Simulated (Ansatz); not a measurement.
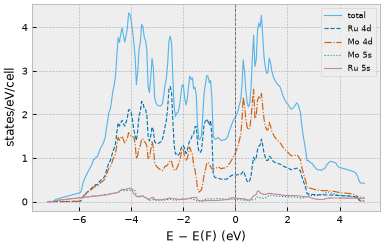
Figure. Total and projected density of states of MoRu (rock salt, Fm-3m), the program Ansatz at the PBE level (PAW)

Question: Which orbitals carry the states next to the Fermi level?

Answer: Within 0.5 eV of the Fermi level: Mo 4d 63 %, Ru 4d 28 %. Projections are on Löwdin-orthogonalised atomic valence shells; empty p or d shells of many metals are not among them.

Question: Where is the tallest occupied peak in this window, and what makes it?

Answer: Near -4.1 eV, about 4.3 states/eV per cell; the largest projected share is Ru 4d.

The start of the workflow was typed in or built on a structure type; neither database checked (COD, Materials Project) lists it. Whether it is the stable phase at ambient conditions was not checked. The cell was relaxed with PBE under the symmetry of its start; whether a distortion lowers the energy is not shown. No spin polarisation was allowed. Its formation energy is positive at this level, so the cell may be metastable or incomplete. Spin–orbit coupling is left out wherever it is not named.

Potentials: the later of the program's two PAW sets.
